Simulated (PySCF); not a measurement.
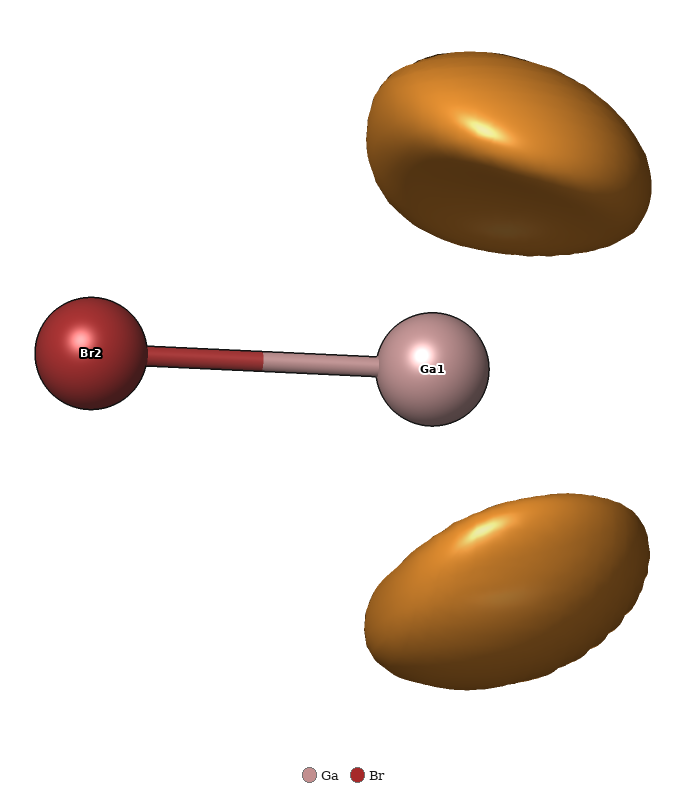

Figure 1: GaBr (charge −1, doublet). Isosurface of the ELF at 0.9 (orange), seen from one side. Only the valence region is drawn (cores and ρ < 0.01 e/Å³ removed).

These are results of PySCF 2.14.0, PBE0/def2-TZVPPD, non-relativistic Hamiltonian with scalar-relativistic core potentials where named, at a bond length of 2.602 Å, not measurements.

Question: Where are the electrons localised?

Answer: At this value the surface marks out two lobes on Ga, pointing away from the bonds (non-bonding electrons). Along the contacts the grid gives the following. Ga–Br (2.60 Å): the ELF peaks at about 0.80 in the valence shell of Br, 1.0 Å from its nucleus, and is about 0.55 at the midpoint.
